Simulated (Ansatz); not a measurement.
BeC (space group P6_3/mmc, No. 194): the geometry relaxed with DFT PBE, scalar-relativistic, plane waves, PAW (Ansatz); the starting structure was generated, so it need not be a known form of this composition.

```
Be C
1.0
     3.19472    0.00000    0.00000
    -1.59736    2.76671    0.00000
     0.00000    0.00000    3.68763
Be C
2 2
Direct
  0.33333 0.66667 0.75000
  0.66667 0.33333 0.25000
  0.33333 0.66667 0.25000
  0.66667 0.33333 0.75000
```

Bonds are taken as Be–C below 2.1 Å; no other contact counts. Atoms with one bond or none are removed and atoms with two bonds are replaced by edges, until no such atom is left.

Derive the underlying net.

The result is a uninodal 5-connected, three-periodic net: Be and C are 5-connected nodes. It is the bnn net, known from eclipsed honeycomb layers linked along c. It is a single net, without interpenetration.

| node | links | point symbol | coordination sequence |
| --- | --- | --- | --- |
| Be and C | 5 | 4⁶·6⁴ | 5 14 29 50 77 |

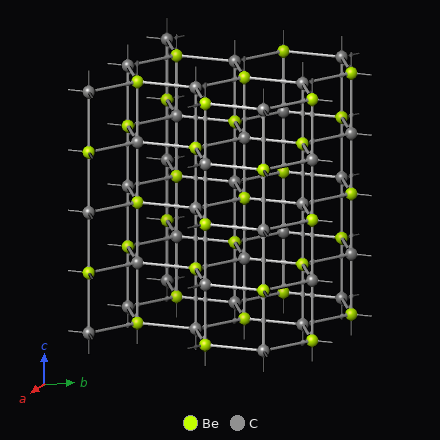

Nodes are coloured by element. Short stubs are edges that leave the cut-out.
